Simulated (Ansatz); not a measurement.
The structure below was relaxed with PBEsol/PAW in Ansatz (a first-principles code), no SOC, earlier PAW set.

```
CELL_PARAMETERS angstrom
      0.00000     2.82967     2.82967
      2.82967     0.00000     2.82967
      2.82967     2.82967     0.00000
ATOMIC_POSITIONS crystal
  As 0.75000 0.75000 0.75000
  Ga 0.00000 0.00000 0.00000
```

Question: Find the space group and the Wyckoff positions.

Answer: Space group F-43m (No. 216); a = b = c = 5.6593 Å, α = β = γ = 90.00°

```csv
atom,site,symmetry,x,y,z
As,4c,-43m,0.2500,0.2500,0.2500
Ga,4a,-43m,0.0000,0.0000,0.0000
```

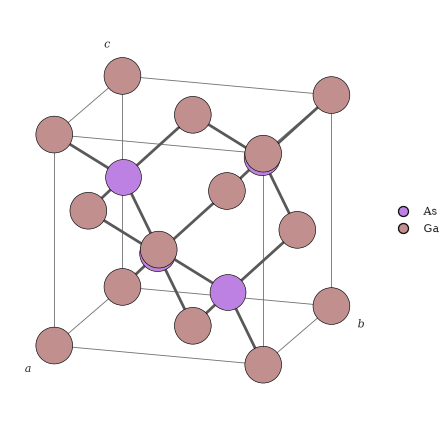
*The conventional cell*

Stability against distortions was not tested. The cell was made from AlAs by this change: Al → Ga.
